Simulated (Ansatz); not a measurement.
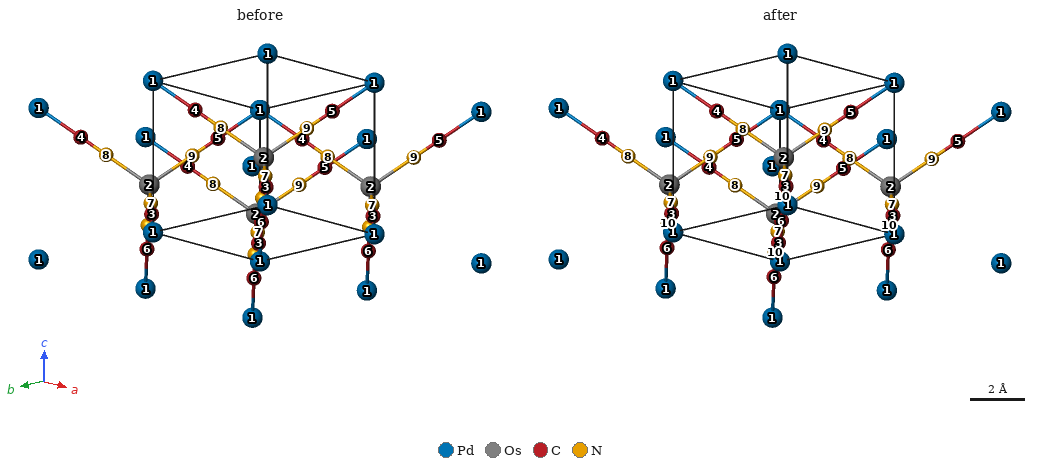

The structure of crystalline OsPdC$_{4}$N$_{4}$ (a generated structure, set up in P-43m) (coarse preliminary run) before (left) and after (right) a relaxation, at one scale.

Style: ball-and-stick. Shown: the cell of the calculation, repeated 2 × 2 × 1 with one cell outlined, from a free direction.

Method: DFT PBE, scalar-relativistic, plane waves, PAW in Ansatz.

Input file:
```yaml
crystal:
  lattice:
    - [5.88088984, 0.0, 0.0]
    - [0.0, 5.88088984, 0.0]
    - [0.0, 0.0, 5.88088984]
  atoms:
    - { symbol: Pd, position: [0.0, 0.0, 0.0] }
    - { symbol: Os, position: [0.5, 0.5, 0.5], spin: 1.0 }
    - { symbol: C, position: [0.19026114, 0.19026114, 0.19026114] }
    - { symbol: C, position: [0.19026114, 0.80973886, 0.80973886] }
    - { symbol: C, position: [0.80973886, 0.19026114, 0.80973886] }
    - { symbol: C, position: [0.80973886, 0.80973886, 0.19026114] }
    - { symbol: "N", position: [0.30512468, 0.30512468, 0.30512468] }
    - { symbol: "N", position: [0.30512468, 0.69487532, 0.69487532] }
    - { symbol: "N", position: [0.69487532, 0.30512468, 0.69487532] }
    - { symbol: "N", position: [0.69487532, 0.69487532, 0.30512468] }
basis:
  ecutwfc: 420
kpoints:
  mp_grid: { grid: [4, 4, 4] }
hamiltonian:
  xc: pbe
scf:
  occupations: { method: gaussian, width: 0.1 }
  lower_state_search: "off"
output:
  forces: true
  stress: true
  eigenvalues: true
  populations: true
magnetization:
  spin_polarized: true
relax:
  adjacent_minimum: "off"
  f_tol: 0.04
  max_steps: 70
  cell: { stress_tol: 0.4 }
```

Run as
```bash
ansatz run input.yaml --threads 1 --pin off --max-ram 2560MiB --backend cpu --events-out ev --progress --plain --runs-dir out
```

**Summarise the run.**

The largest moves relative to the cell, 0.093 Å, are those of N7, N8, N9 and N10. N8 goes along [1 −1 −1]. Largest moves by element: N 0.093 Å, C 0.063 Å. Os and Pd stay in place. Cell: a = b = c 5.881 → 5.877 Å (−0.1 %). Volume −0.2 %. Some distances before and after: Os2–N10 1.985 → 1.891 Å, Pd1–C3 1.938 → 2.000 Å, C3–N7 1.170 → 1.198 Å. The space group stays P-43m (No. 215). The energy falls by 0.604 eV per cell of the calculation in 3 accepted moves (4 points after the start). The largest force component goes from 2.4 to 0.028 eV/Å. Pressure: 1.54 GPa at the start and −0.05 GPa at the end. The SCF was repeated once at an unchanged geometry on a basis and grid sized afresh for the cell, which shifted the energy by 0.7 meV per cell of the calculation at most. The program noted that the starting moments weren't kept. The run took 110 s on 1 thread of Arm Neoverse V1 (shared host), peak memory 0.52 GiB.
